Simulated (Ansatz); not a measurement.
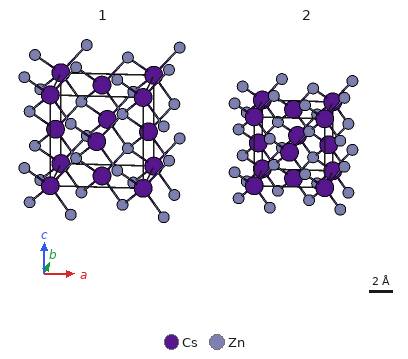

Two geometries of crystalline CsZn (built on the zinc blende_216 type) (coarse preliminary run), drawn at one scale. One is the start of a relaxation, the other its converged end. The picture is a ball-and-stick view of the conventional cell (4 times the calculation's cell), seen from a free direction. Lengths and directions refer to the drawn axes.

The calculation used Ansatz, DFT PBE, scalar-relativistic, plane waves, PAW. Settings: plane-wave cutoff 420 eV; k-point mesh 6 × 6 × 6; occupations gaussian; smearing width 0.1 eV; no spin polarisation; cell and atoms relaxed; force threshold 0.04 eV/Å; at most 70 steps.

**Which of the two is the end point?**

Structure 1 is the relaxed one. Case: zinc blende type (F-43m, No. 216). The energy falls by 2.051 eV per cell of the calculation in 7 accepted moves (9 points after the start). All forces vanish by symmetry, so only the cell relaxes. The pressure goes from 15.41 to 0.14 GPa. At 2 points the geometry stayed and the basis and grid were re-selected for the new cell (energy shift of 0.144 eV per cell of the calculation at most each time). The atoms keep their places relative to the cell (all moves are under 0.005 Å). The volume changes by +129.1 %, with a = b = c 6.431 → 8.479 Å (+31.8 %). Near-neighbour distances that change, for instance: Cs–Zn 2.785 → 3.671 Å. The space group stays F-43m (No. 216). The run took 39 s on 1 thread of Arm Neoverse V1, with other jobs on the host, peak memory 0.4 GiB.
